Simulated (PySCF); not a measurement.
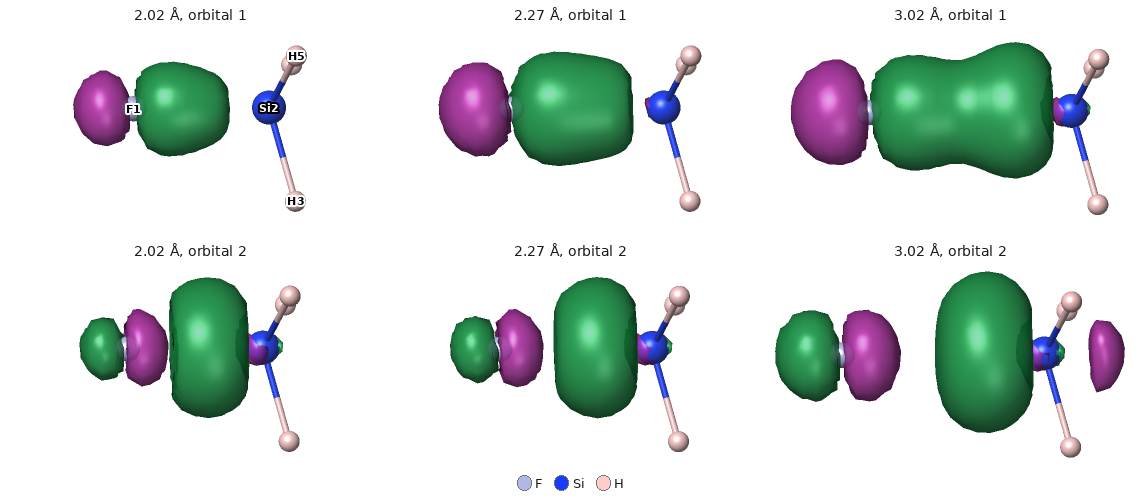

*FH3Si, SMILES `F[SiH3]`. Rigid stretch of the F1–Si2 bond. The two CASSCF(2,2) natural orbitals nearest half filling (orbital 1 the more occupied).*

Computed with PySCF, 6-31G* basis, geometry: GFN2-xTB. No frequency check shows the geometry to be a minimum.

How do the occupations change along the stretch?

2.02 Å: 1.96 and 0.04; 2.27 Å: 1.93 and 0.07; 3.02 Å: 1.58 and 0.42. At the longest distance computed (4.70 Å) they are 1.05 and 0.95, and the effective number of unpaired electrons is 2.0.

Where does the UHF solution part from RHF?

Between 2.27 Å (⟨S²⟩ = 0, the two coincide) and 2.60 Å (⟨S²⟩ = 0.65); at 4.70 Å ⟨S²⟩ is 1.01 and UHF lies 5.2 eV below RHF.

How much energy does the stretch cost?

By CASSCF, 5.3 eV from the lowest point of the scan (1.68 Å) to 4.70 Å; RHF gives 9.9 eV from its own lowest point. The fragments aren't relaxed and dynamic correlation is missing, so this isn't a bond dissociation energy.
